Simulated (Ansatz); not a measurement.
# CuBr2: geometry, orbitals and charge

What does CuBr2 look like as a doublet, and where do its frontier electrons sit?

Method: UKS PBE0-D4/def2-TZVP; program: Ansatz 0.2.0, Gaussian basis.

Plan: relaxation at PBE-D4/def2-TZVP; a search for the lowest solution at PBE0-D4/def2-SVP; a single point at PBE0-D4/def2-TZVP.

3 further runs of the same task are left out: 3 that didn't finish.

### Step 1. Where the work starts

3 atoms, charge 0, spin multiplicity 2.

Atoms are counted from 1 here; the program's logs count them from 0.

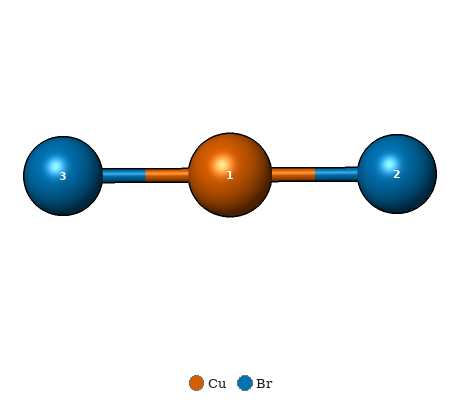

As it starts; copper orange, bromine blue; atoms are numbered from 1 in the order of the file.

Formally the metal is d9. No spin-orbit coupling is included.

The start is a GFN2-xTB geometry.

### Step 2. Optimising with PBE-D4/def2-TZVP

in.yaml

```yaml
crystal:
  periodic: [false, false, false]
  atoms:
    - {symbol: Cu, position_ang: [0.000010, 0.000010, 0.000050]}
    - {symbol: Br, position_ang: [-0.015510, -0.019500, 2.211600]}
    - {symbol: Br, position_ang: [0.015500, 0.019500, -2.211650]}
basis:
  gaussian: {orbitals: def2-TZVP}
magnetization: {spin_polarized: true, initial_magnetization: 1}
hamiltonian: {xc: pbe, dispersion: d4}
scf: {lower_state_search: "off"}
output: {orbitals: {seedname: orbitals}}
relax: {f_tol: 0.02, max_steps: 100}
```

Started as:

```bash
$ ansatz run in.yaml --threads 4 --pin off --events-out ev --progress --plain --max-ram 3916MiB
```

The runs that follow: Searching for the lowest solution, PBE0-D4/def2-SVP; Single point, PBE0-D4/def2-TZVP.

Before running them: what should the planned runs give, taken together? Wanted: point group; near neighbours of the metal; HOMO, LUMO at PBE0-D4/def2-TZVP; ⟨S²⟩; charge on the metal; spin on the metal; dipole at PBE-D4/def2-TZVP.

**Answer**, as computed:

```
                                         quantity               value
                                      point group                 D∞h
                     near neighbours of the metal  Br 2.22, Br 2.22 Å
HOMO, LUMO at PBE0-D4/def2-TZVP (over both spins)     -8.32, -6.11 eV
                                             ⟨S²⟩               0.756
charge on the metal (Mulliken, PBE0-D4/def2-TZVP)             +0.41 e
                     spin on the metal (Mulliken)                0.38
                       dipole at PBE-D4/def2-TZVP              0.00 D
```

What this shows: The molecule keeps its bonding pattern by the stored test; the atoms moved 0.01 Å (rms). Of 1 unpaired electron, 0.38 sit on the metal by Mulliken's count: the rest is spread on the ligands. The Mulliken charge of the metal, +0.41 e, depends on the basis and isn't its oxidation state. No usable vibrations, so a minimum isn't proven. The alpha HOMO lies nearest to Br2, Br3 about 44 % each; Cu1 13 % and the alpha LUMO to Cu1 56 %; Br2, Br3 about 22 % each (shares on a coarse grid); over both spins the HOMO and the LUMO of beta spin, not drawn, take the frontier's place. Whether this spin is the lowest isn't tested here.
